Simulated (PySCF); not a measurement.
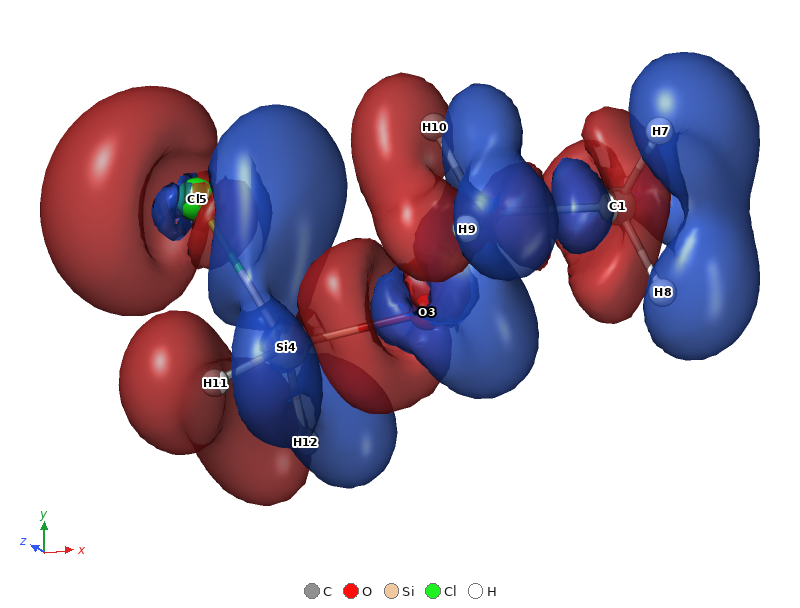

*C$_{2}$H$_{7}$ClOSi, SMILES `CCO[SiH2]Cl`. Change of the electron density in a uniform field of 0.51 V/Å, surfaces at ±0.003 e/Å³ (blue: gain, red: loss).*

Level of theory: B3LYP/def2-SVPD (PySCF), at a geometry from GFN2-xTB. No frequency check shows the geometry to be a minimum. GFN2-xTB bond lengths at metals and heavier atoms can be off by up to 0.1 Å and shapes distorted, which carries into these values.

### Along which Cartesian direction does the field point?

Along −x: electrons gather on the +x side, against the field.

### What dipole is induced, and what polarisability does it imply?

The induced dipole is 1.95 D (along the field); α along this axis, from the fields in both directions, is 77 bohr³ (11.4 Å³).

### Which atoms gain and lose the most charge?

Electrons gather most on H7 (Hirshfeld charge changes by −0.018 e) and leave Cl5 most (+0.033 e); 0.171 electrons are displaced in all.

Cost of the run: 61 s on 1 thread of Arm Neoverse V2 (shared host), peak memory 0.81 GiB.
